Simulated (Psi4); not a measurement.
# Two attempts at SiH3OF (SMILES O[SiH2]F)

Wanted: the energy in a field of SiH3OF, OMP3/3-21G (dipole perturbation λ (added as +λ·μ, a field of −λ) (0.005, 0, 0) a.u.).

The calculation is run with Psi4 1.11.

3 further runs of the same task are left out: 3 set aside as unsound or not needed.

**1. The system as given**

The species is SiH3OF (6 atoms), meant as a singlet with charge 0. As SMILES, `O[SiH2]F`. The coordinates come from a PBE0-D4/def2-TZVP relaxation. This is one conformer, not always the lowest.

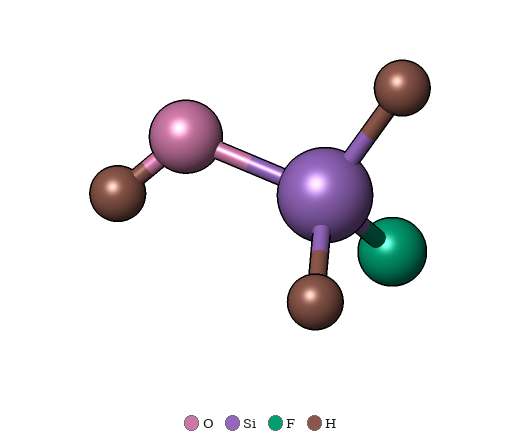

Viewed from a chosen angle; oxygen pink, silicon purple, fluorine teal, hydrogen brown.

**2. Try one**

File job.in:

```
memory 1600 mb

molecule system {
  O     -1.61288125    -0.39533071    -1.74629591
  Si     0.71488339    -0.01757445     0.23413707
  F      0.34166248    -1.74383927     2.67925370
  H     -3.23936852     0.28383686    -1.33339075
  H      3.01524700    -0.86643943    -1.08810430
  H      0.86001436     2.61840452     1.16709485
  units bohr
  symmetry c1
  no_reorient
  no_com
}

set {
  scf_type pk
  mp_type conv
  perturb_h true
  perturb_with dipole
  perturb_dipole [0.005, 0.0, 0.0]
  maxiter 2
}

energy("omp3/3-21G")
print_variables()
```

The run is started by

```bash
psi4 -i job.in -o job.out -n 1
```

job.out:

```text
Psi4 1.11 release

   => Loading Basis Set <=

    Name: 3-21G
    Role: ORBITAL
    Keyword: BASIS

         ---------------------------------------------------------
                                   SCF
                              RHF Reference
                        1 Threads,   1525 MiB Core
         ---------------------------------------------------------

  ==> Geometry <==

    Molecular point group: c1
    Full point group: C1

    Geometry (in Bohr), charge = 0, multiplicity = 1:

[... 87 lines left out ...]
                        Total Energy        Delta E     RMS |[F,P]|

   @RHF iter SAD:  -461.70091606330402   -4.61701e+02   0.00000e+00
   @RHF iter   1:  -462.50302404370666   -8.02108e-01   1.20351e-02 DIIS/ADIIS
   @RHF iter   2:  -462.56299345031869   -5.99694e-02   6.95535e-03 DIIS/ADIIS

PsiException: Could not converge SCF iterations in 2 iterations.

  Failed to converge.

psi4.driver.p4util.exceptions.SCFConvergenceError: Could not converge SCF iterations in 2 iterations.

Printing out the relevant lines from the Psithon --> Python processed input file:
    core.set_global_option("MP_TYPE", "conv")
    core.set_global_option("PERTURB_H", "true")
    core.set_global_option("PERTURB_WITH", "dipole")
    core.set_global_option("PERTURB_DIPOLE", [0.005, 0.0, 0.0])
    core.set_global_option("MAXITER", 2)
--> energy("omp3/3-21G")
    print_variables()

!-----------------------------------------------------!
!                                                     !
!  Could not converge SCF iterations in 2 iterations. !
!                                                     !
!-----------------------------------------------------!

    Psi4 run time: 0:00:00.89
```

Run time: 2.6 s. Hardware: 1 thread of Intel Xeon Platinum 8259CL at 2.50GHz (Skylake/Cascade Lake), shared host; peak memory 0.18 GiB.

**3. Reading the log**

No converged result was reached.

The telling line is `Could not converge SCF iterations in 2 iterations.`. What is wrong: the iteration cap is too low for convergence. To mend it: iteration cap at its default in place of 2.

**4. Try two**

File fh3osi.inp:

```
memory 1.6 GB

molecule {
  0 1
  O     -1.61288125    -0.39533071    -1.74629591
  Si     0.71488339    -0.01757445     0.23413707
  F      0.34166248    -1.74383927     2.67925370
  H     -3.23936852     0.28383686    -1.33339075
  H      3.01524700    -0.86643943    -1.08810430
  H      0.86001436     2.61840452     1.16709485
  units au
  symmetry c1
  no_reorient
  no_com
}

set globals {
  scf_type       pk
  mp_type        conv
  perturb_h      true
  perturb_with   dipole
  perturb_dipole [0.005, 0.0, 0.0]
}

result, w = energy('omp3/3-21G', return_wfn=True)
```

The run is started by

```bash
psi4 -n 1 fh3osi.inp fh3osi.out
```

fh3osi.out:

```text
[...]
  Running in c1 symmetry.
[...]
  Nuclear repulsion =  119.532510716934027
[...]
  Multiplicity = 1
[...]
  Nalpha       = 17
  Nbeta        = 17
[...]
    Number of basis functions: 37
[...]
   @RHF iter   1:  -462.50302404370666   -8.02108e-01   1.20351e-02 DIIS/ADIIS
[...]
   @RHF iter  11:  -462.58222402193456   -5.68434e-13   2.08746e-09 DIIS
[...]
    Orbital Energies [Eh]
    ---------------------
    Doubly Occupied:
       1A    -68.388704     2A    -26.136990     3A    -20.459077
       4A     -6.188624     5A     -4.285371     6A     -4.285128
       7A     -4.284755     8A     -1.567994     9A     -1.351623
      10A     -0.785492    11A     -0.689882    12A     -0.649575
      13A     -0.646138    14A     -0.592590    15A     -0.539873
      16A     -0.513831    17A     -0.477008
[...]
  @RHF Final Energy:  -462.58222402193456
   => Energetics <=
    Nuclear Repulsion Energy =            119.5325107169340271
    One-Electron Energy =                -880.5441606722741881
    Two-Electron Energy =                 298.4294259334056392
    Total Energy =                       -462.5822240219345645
[...]
 Multipole Moments:
 ------------------------------------------------------------------------------------
     Multipole            Electronic (a.u.)      Nuclear  (a.u.)        Total (a.u.)
 ------------------------------------------------------------------------------------
 L = 1.  Multiply by 2.5417464519 to convert [e a0] to [Debye]
 Dipole X            :         -1.2126611            0.8161726           -0.3964884
 Dipole Y            :         17.8512381          -17.0674395            0.7837986
 Dipole Z            :        -12.2208870           12.1664348           -0.0544522
 Magnitude           :                                                    0.8800616
[...]
	SCS-MP2 Total Energy (a.u.)        :  -462.87625579988162
	SOS-MP2 Total Energy (a.u.)        :  -462.87445599627341
[...]
	MP3 Total Energy (a.u.)            :  -462.88300964692905
[...]
	SCS-OMP3 Total Energy (a.u.)       :  -462.88022158041338
	SOS-OMP3 Total Energy (a.u.)       :  -462.87810426276275
[...]
	OMP3 Total Energy (a.u.)           :  -462.88300964692905
[...]
```

It took 6.9 s on 1 thread of Intel Xeon Platinum 8259CL at 2.50GHz (Skylake/Cascade Lake), shared host; peak memory 0.2 GiB.

**5. What came out**

At OMP3/3-21G (dipole perturbation λ (added as +λ·μ, a field of −λ) (0.005, 0, 0) a.u.):

```
                             quantity          value
                         total energy  -462.88301 Eh
HOMO–LUMO gap (Hartree–Fock orbitals)       18.02 eV
                   correlation energy     -300.8 mEh
```
